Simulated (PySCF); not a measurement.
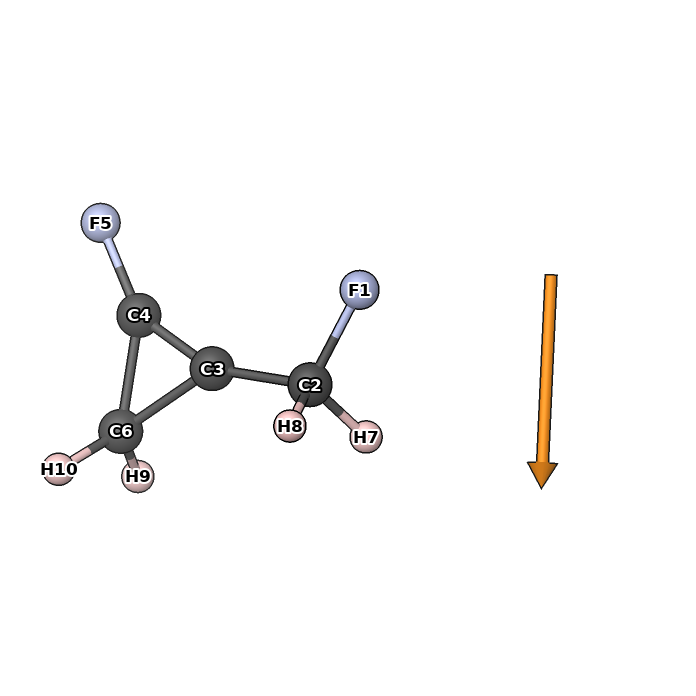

The arrow beside the molecule shows the direction of the dipole moment, from the negative to the positive end (its length means nothing). The geometry was computed by an optimisation with PBE0-D3(BJ)/def2-SVP. No frequency run is at hand to confirm it as a minimum. Method: PBE0/6-31+G*, gas phase (PySCF 2.14.0).

**Estimate the dipole moment.**

2.49 D; it points from the side of F5 to the side of H9, H10 (the outermost atoms at the two ends).
